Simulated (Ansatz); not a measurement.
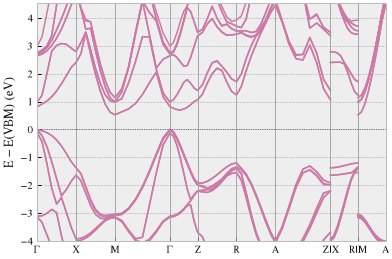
Figure: Band structure from plane-wave PAW r²SCAN with spin–orbit coupling (Ansatz code)

**Question.** Read off the gap and where the band edges lie.

**Answer.** About 0.5 eV (0.52 eV by a search for the band edges); maximum at Γ, minimum at M.

The material is Si$_{3}$Ge in space group P-4m2 (No. 115; Si on 2g, Si on 1a, Ge on 1c).

The start of the workflow was typed in or built on a structure type; neither database checked (COD, Materials Project) lists it. Whether it is the stable phase at ambient conditions was not checked. The cell was relaxed with r²SCAN under the symmetry of its start; its stability against distortions is not shown here.

Potentials: the later of the program's two PAW sets.
